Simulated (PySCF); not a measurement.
System: C2HClF4 (SMILES F[C@H](Cl)C(F)(F)F).

```xyz
8

F     0.3756    1.7120    0.0865
C     0.1692    0.4720    0.5750
Cl    1.6265   -0.1388    1.3385
C    -0.2600   -0.4384   -0.5813
F     0.6700   -0.5236   -1.5203
F    -0.5307   -1.6597   -0.1292
F    -1.3695    0.0581   -1.1300
H    -0.6252    0.5004    1.3223
```

Geometry: PBE0-D3(BJ)/def2-TZVP.

Theory: PBE0/pcSseg-2, SCF density, gas phase, non-relativistic in PySCF.

**Predict the electron density and electron localisation function between the atoms.**

C–F (1.33 Å): the density is about 2.4 e/Å³ at the midpoint; the ELF peaks at about 0.85 between the atoms: a shared but strongly polarised pair.
C–C (1.53 Å): ρ at the midpoint is about 1.8 e/Å³; the ELF peaks at about 1 between the atoms, as expected for localised, covalent bonding.
C–Cl (1.75 Å): ρ is about 1.4 e/Å³ halfway; the ELF peaks at about 0.90 between the atoms; a shared electron pair.

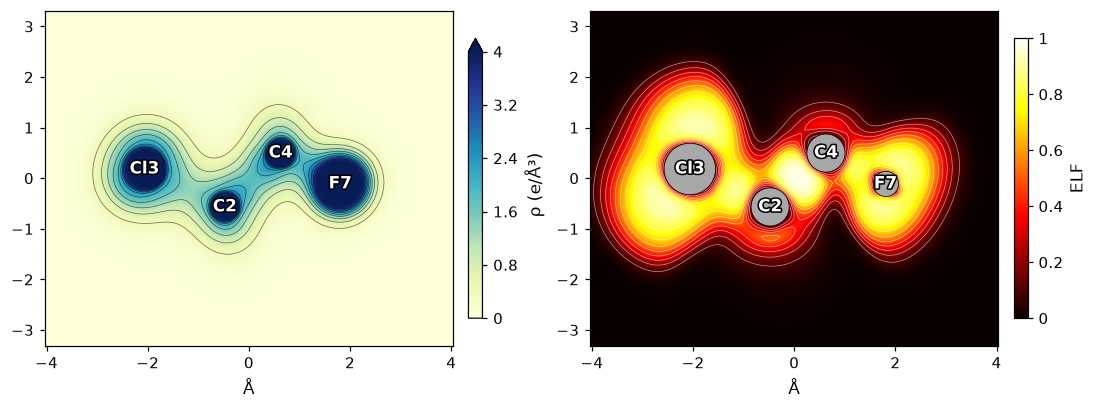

Computed electron density and electron localisation function on the plane of atoms C2, C4 and F7, in this order. Grey discs cover the atomic cores in the ELF map. 
